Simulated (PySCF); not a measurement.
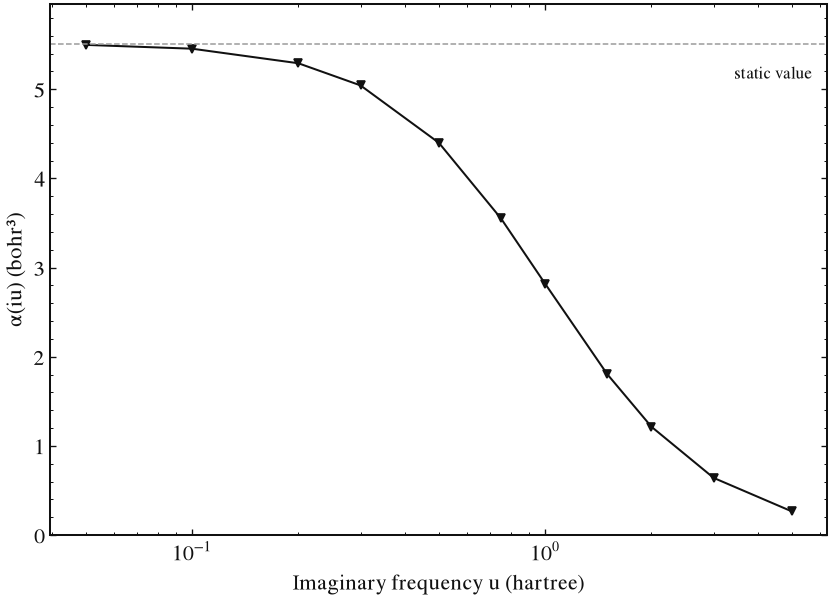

Dipole polarisability at imaginary frequency of an atom or ion with 18 electrons in the configuration [Ar]. Coupled response at the PBE0 level; PySCF, def2-QZVPPD, non-relativistic, unrestricted single determinants, no spin-orbit coupling.

Q: Which species is it, and what does the curve give?

A: K II (K⁺). The static dipole polarisability is 5.51 bohr³; α(iu) falls to half of it near u = 1.0 hartree. The Casimir–Polder integral gives C₆ = 23.5 hartree bohr⁶ for two such species.
